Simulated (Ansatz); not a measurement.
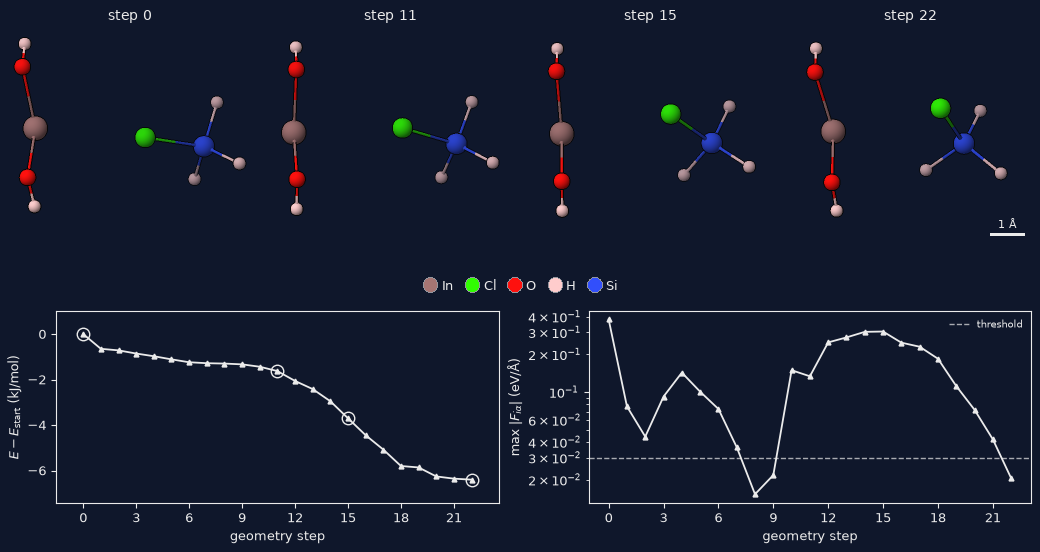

Frames of a relaxation of InSiH$_{5}$O$_{2}$Cl (multiplicity 2), marked on the history of the run. The picture is a ball-and-stick view, seen at a tilt.

The run prepares an end point of a later path (reaction) calculation, from a guessed geometry.

Level of theory: UKS PBE/def2-SVP in Ansatz. Settings: collinear spin; force threshold 0.03 eV/Å; at most 50 steps.

What happens along the run?

Answer. Over 22 geometry steps the energy falls by 6.40 kJ/mol. The largest force component goes from 0.38 to 0.021 eV/Å. The forces were under the threshold at step 8, but the run went on from there. The atom that moves furthest after the best rigid fit is an H atom (1.79 Å). Largest moves by element: H 1.79 Å, Cl 1.41 Å, O 0.92 Å, Si 0.76 Å, In 0.74 Å. Near-neighbour distances that change, for instance: Cl–In 3.639 → 3.310 Å, Cl–Si 2.118 → 2.098 Å. From step 0 to 11: O and H atoms move most (0.47 Å), energy −1.63 kJ/mol. From step 11 to 15: Cl and H atoms move most (0.62 Å), energy −2.07 kJ/mol. From step 15 to 22: an H atom moves most (0.71 Å), energy −2.70 kJ/mol.

| step | E − E(0), kJ/mol | largest force component, eV/Å |
| --- | --- | --- |
| 0 | 0.00 | 0.3805 |
| 1 | -0.65 | 0.0769 |
| 2 | -0.72 | 0.0442 |
| 3 | -0.86 | 0.0922 |
| 4 | -0.97 | 0.1432 |
| 5 | -1.11 | 0.1009 |
| 6 | -1.24 | 0.0734 |
| 7 | -1.28 | 0.0364 |
| 8 | -1.30 | 0.0153 |
| 9 | -1.33 | 0.0218 |
| 10 | -1.44 | 0.1498 |
| 11 | -1.63 | 0.1340 |
| 12 | -2.06 | 0.2498 |
| 13 | -2.42 | 0.2737 |
| 14 | -2.95 | 0.3032 |
| 15 | -3.70 | 0.3050 |
| 16 | -4.45 | 0.2485 |
| 17 | -5.08 | 0.2307 |
| 18 | -5.80 | 0.1849 |
| 19 | -5.86 | 0.1120 |
| 20 | -6.26 | 0.0723 |
| 21 | -6.36 | 0.0420 |
| 22 | -6.40 | 0.0206 |

Limits of the set-up: the start holds two separate molecules, 3.6 Å apart at their closest, whose relative position is a soft coordinate and is computed without a dispersion correction.
